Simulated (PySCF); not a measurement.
BF3H2N2Si

The calculation's input:

```
{"job": {"kind": "nmr", "xc": "PBE0", "basis": "pcSseg-2"}, "charge": 0, "multiplicity": 1}
F     -0.570202     2.307244    -0.712742
B     -0.256722     1.078455    -0.336137
N      0.140978     0.618167     0.974044
Si     0.239404    -0.951072     0.292082
F      1.668412    -1.683396     0.293642
F     -0.755842    -2.071554     0.868119
N     -0.234909    -0.125635    -1.133662
H      0.263757     1.101196     1.847910
H     -0.449754    -0.294932    -2.101845
```

Run with:

```sh
OMP_NUM_THREADS=1 python cluster_run.py task.json out
```

Geometry: PBE0-D3(BJ)/def2-SVP.

Theory: PBE0/pcSseg-2, SCF density, gas phase, non-relativistic in PySCF 2.14.0.

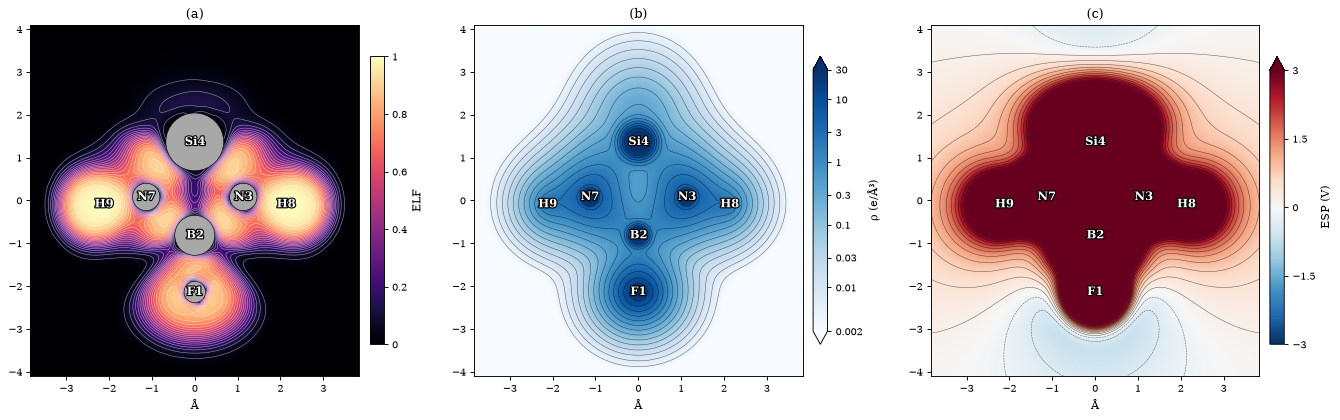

Figure 1. (a) ELF; (b) total electron density; (c) molecular electrostatic potential on the plane of atoms F1, B2 and N3. Grey discs cover the atomic cores in the ELF map.

Describe what can be read from this map.

Answer. The section cuts through F, B, N, Si and H sites. B–F (1.32 Å): the density is about 2.2 e/Å³ at the midpoint; the ELF peaks at about 0.85 between the atoms (a shared but strongly polarised pair). B–N (1.44 Å): the density is about 1.8 e/Å³ at the midpoint; the ELF peaks at about 0.90 between the atoms: a shared but strongly polarised pair. Si–N (1.71 Å): ρ is about 1.1 e/Å³ halfway; the ELF peaks at about 0.90 between the atoms: a shared but strongly polarised pair. Si–B (2.18 Å): the density is about 0.51 e/Å³ at the midpoint; the ELF is about 0.20 at the midpoint. N–H (1.01 Å): the density is about 2.9 e/Å³ at the midpoint; the ELF climbs to about 1 towards the hydrogen, as it does in any bond to H; an ordinary covalent bond to hydrogen. The ELF also peaks beside F1, away from the bonds: lone-pair regions. Outside the dense part of the molecule the potential is most negative (−0.7 V) near F1.

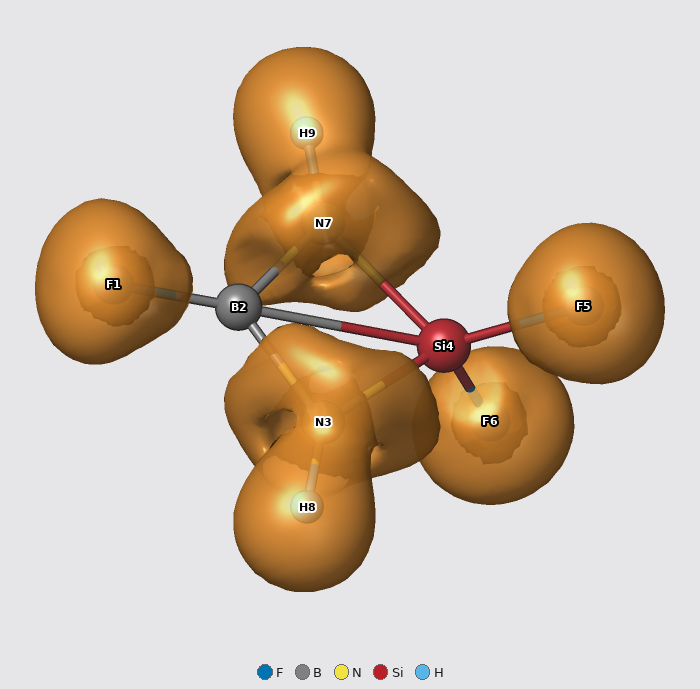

Figure 2. Isosurface of the ELF at 0.75 (orange), seen at a tilt. Core shells and regions of very low density are left out.

Describe the localisation domains.

Answer. At this value the surface marks out one region on F in which the atom's valence shell and bonds are merged, two regions wrapped around F (its lone pairs, merged into a ring or cap) and two joined regions spread over several atoms (H, N), in which their bonds and any lone pairs are merged.

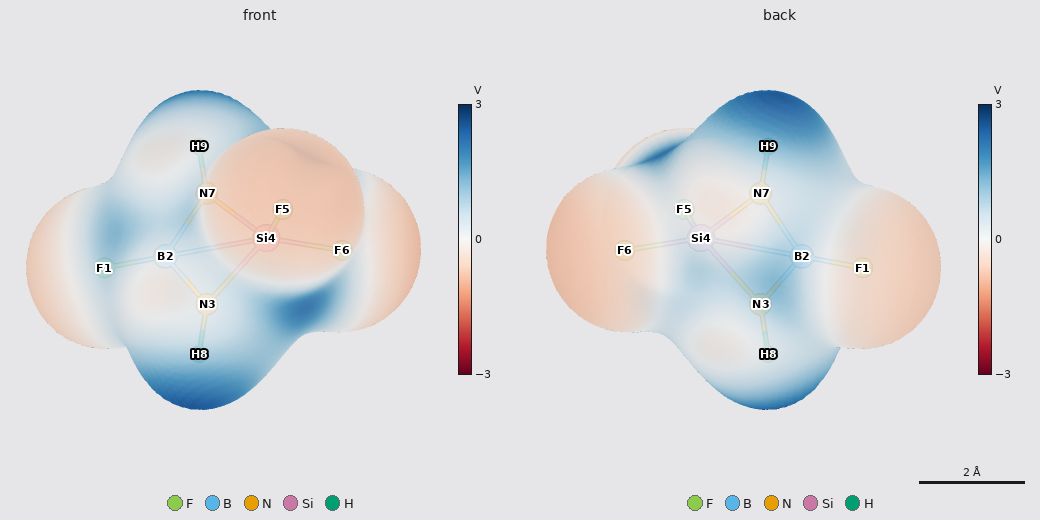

Figure 3. The molecular electrostatic potential painted on the density surface at 0.002 e/bohr³, seen from the front and from behind; the colour scale runs from red (negative) to blue (positive).

Where is the surface potential most negative and most positive?

Answer. The most negative region (about −0.8 V) lies over F5 and F6, the most positive (about +2.5 V) over H8 and H9.

What dipole moment does the calculation give?

Answer. Its dipole moment is 0.71 D.
